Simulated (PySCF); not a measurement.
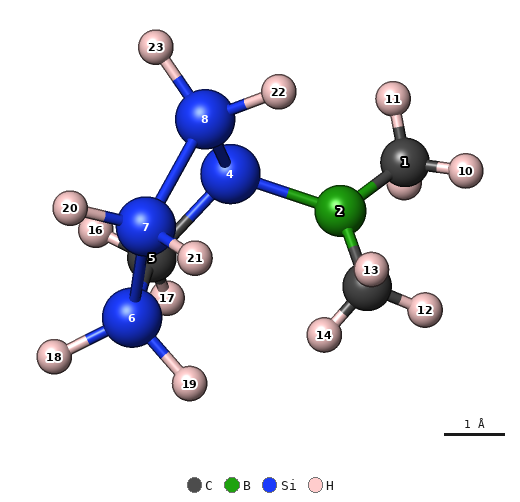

*The structure (ball-and-stick view, seen at a tilt; atoms are numbered from 1 in the order of the input).*

Bond lengths as drawn: B–C 1.58 Å, B–Si 1.95 Å, C–H 1.09 Å, C–Si 1.91 to 1.93 Å, H–Si 1.47 to 1.49 Å and Si–Si 2.32 to 2.35 Å.

NMR shielding calculation, with input and output: C3H15BSi4

C3H15BSi4, computed with GIAO PBE0/pcSseg-1 NMR shielding, non-relativistic, gas phase (PySCF 2.14.0).

The geometry comes from this level: GFN2-xTB. It belongs to a series of runs on one base structure; here: H on Si replaced by BMe2. Figures and captions count atoms from 1; the log counts them from 0 in places.

**The input**
```
{"job": {"kind": "nmr", "xc": "PBE0", "basis": "pcSseg-1"}, "charge": 0, "multiplicity": 1}
C     -3.256339    -0.009717     0.413912
B     -1.785215    -0.077884    -0.148590
C     -1.509566     0.401334    -1.625797
Si    -0.289586    -0.598427     0.994659
C      1.025745    -1.719894     0.127805
Si     2.302554    -0.853897    -1.001536
Si     2.707452     1.189260     0.022491
Si     0.982213     1.292385     1.586147
H     -3.711428    -0.995993     0.298893
H     -3.907244     0.689066    -0.109966
H     -3.303265     0.214914     1.478542
H     -2.398177     0.465113    -2.252133
H     -1.084544     1.407093    -1.583396
H     -0.773322    -0.208321    -2.147949
H     -0.659724    -1.363324     2.213092
H      1.581136    -2.234704     0.913411
H      0.522018    -2.507359    -0.432305
H      3.456711    -1.749667    -1.170569
H      1.723727    -0.736970    -2.350112
H      4.059908     1.286698     0.589804
H      2.673312     2.301578    -0.939890
H      0.189933     2.531099     1.499522
H      1.448950     1.304603     2.979558
```

The first line tells a small driver script what to run in PySCF; the rest is the geometry in Å.

Run on 1 CPU thread, shared host.

Launched with:
```bash
OMP_NUM_THREADS=1 python <driver script> task.json out
```

**Output**
```
coarse grid: 20144 points
cycle   1  E = -1305.3302587385  dE =  2.854e-01  |g| = 5.208e-01  |ddm| = 4.267e+00
cycle   2  E = -1305.3042183121  dE =  2.604e-02  |g| = 5.970e-01  |ddm| = 1.014e+00
cycle   3  E = -1305.4008260725  dE = -9.661e-02  |g| = 5.422e-02  |ddm| = 6.400e-01
cycle   4  E = -1305.4015110704  dE = -6.850e-04  |g| = 2.835e-02  |ddm| = 1.118e-01
cycle   5  E = -1305.4017349490  dE = -2.239e-04  |g| = 4.231e-03  |ddm| = 3.686e-02
cycle   6  E = -1305.4017398743  dE = -4.925e-06  |g| = 1.262e-03  |ddm| = 8.602e-03
final grid: 173120 points
cycle   7  E = -1305.4430655320  dE = -3.260e-05  |g| = 7.993e-03  |ddm| = 3.067e-02
cycle   8  E = -1305.4430586848  dE =  6.847e-06  |g| = 9.326e-03  |ddm| = 1.745e-02
cycle   9  E = -1305.4430823424  dE = -2.366e-05  |g| = 5.619e-04  |ddm| = 1.009e-02
cycle  10  E = -1305.4430824115  dE = -6.908e-08  |g| = 2.442e-04  |ddm| = 1.070e-03
cycle  11  E = -1305.4430824276  dE = -1.610e-08  |g| = 3.475e-05  |ddm| = 2.888e-04
cycle  12  E = -1305.4430824279  dE = -2.649e-10  |g| = 1.426e-05  |ddm| = 7.291e-05
```

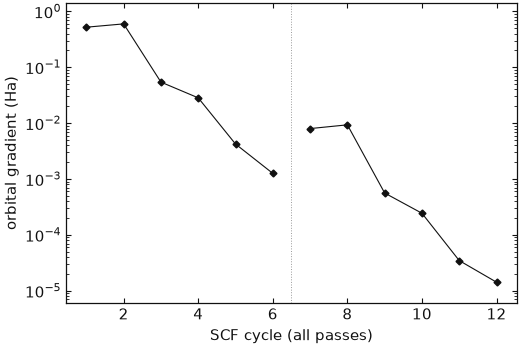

*Convergence of the self-consistent field: orbital gradient against the SCF cycle. The dotted line marks the change from a coarse to the final integration grid.*

The first 6 cycles use a coarse grid, the final grid takes over at cycle 7, and the field converges after 12 cycles in all.

```
converged SCF energy = -1305.4430824279

GIAO shielding tensors (ppm)
atom      isotropic    diamagn.    paramagn.     s11        s22        s33       span
  0 C      163.210     252.192     -88.981    137.523    169.926    182.182     44.659
  1 B       -8.732     194.473    -203.205    -92.225    -63.617    129.648    221.873
  2 C      164.205     255.118     -90.913    138.264    173.048    181.304     43.039
  3 Si     419.500     882.671    -463.170    383.733    391.827    482.941     99.208
  4 C      195.976     257.037     -61.060    189.668    191.732    206.529     16.860
  5 Si     411.897     880.162    -468.265    357.399    405.202    473.091    115.692
  6 Si     473.422     881.280    -407.858    452.206    463.938    504.123     51.917
  7 Si     468.272     881.977    -413.705    446.776    455.329    502.709     55.933
  8 H       30.651      29.143       1.509     26.862     28.980     36.112      9.249
  9 H       30.220      29.934       0.286     26.741     28.967     34.951      8.210
 10 H       29.857      30.903      -1.046     25.950     30.222     33.398      7.447
 11 H       30.182      30.831      -0.649     26.132     28.748     35.667      9.535
 12 H       31.032      32.778      -1.746     26.031     32.149     34.917      8.886
 13 H       29.999      33.661      -3.662     24.479     31.142     34.377      9.899
 14 H       27.329      31.607      -4.278     23.275     25.234     33.479     10.204
 15 H       31.871      31.670       0.201     25.645     29.211     40.757     15.113
 16 H       31.293      32.254      -0.961     25.485     28.530     39.865     14.381
 17 H       27.286      28.853      -1.567     23.060     24.794     34.004     10.945
 18 H       27.509      29.755      -2.246     23.932     25.586     33.009      9.077
 19 H       28.229      29.391      -1.162     24.196     25.117     35.373     11.177
 20 H       28.304      29.638      -1.334     24.932     25.073     34.907      9.975
 21 H       28.525      30.349      -1.824     24.786     26.163     34.627      9.841
 22 H       28.223      30.250      -2.027     24.001     25.248     35.420     11.419
```

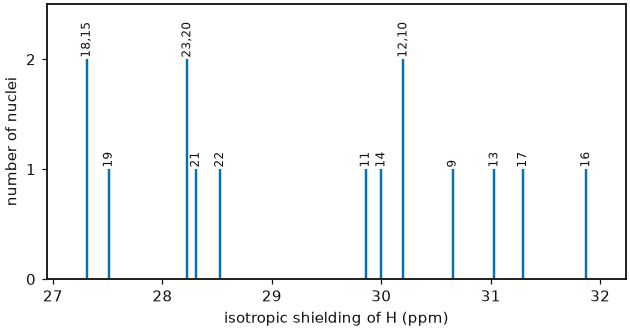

*Isotropic shieldings of the hydrogen nuclei in this fixed geometry, labelled by atom number; shielding grows to the right, so chemical shift grows to the left.*

The least shielded is H18 (27.3 ppm), the most shielded H16 (31.9 ppm).

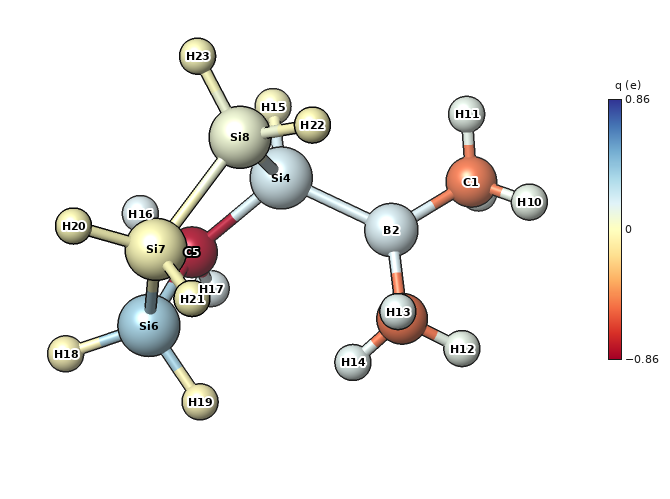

*Mulliken charges, as the colour of each atom (ball-and-stick view, seen at a tilt; atoms are numbered from 1 in the order of the input).*

By element: C −0.82 to −0.50, B +0.19, Si −0.01 to +0.37 and H −0.05 to +0.17 e.

**Results in brief**

- outcome: converged
- total energy: −1305.443082 hartree
- HOMO: −7.40 eV
- LUMO: −1.67 eV
- dipole moment: 1.20 D
- isotropic shielding, C: 163.2 to 196.0 ppm
- isotropic shielding, B: −8.7 ppm
- isotropic shielding, Si: 411.9 to 473.4 ppm
- isotropic shielding, H: 27.3 to 31.9 ppm
- wall time: 62 s
- peak memory: 1.1 GiB
